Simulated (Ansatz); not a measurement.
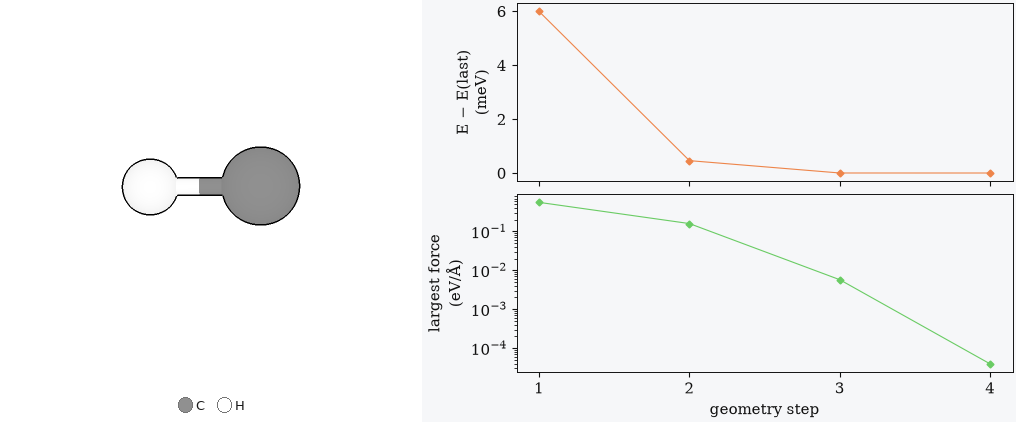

Beside the plot: the molecule at the start.

History of a geometry optimisation. CH (charge +1); PBE0/def2-SVP, Gaussian basis in Ansatz development build ahead of 0.2.0.

The optimisation met its thresholds at geometry 4, counting the start as the first. The energy fell by about 6 meV from the first step to the last. The largest force goes from about 0.56 eV/Å at the start to 4 × 10⁻⁵ eV/Å at the end.
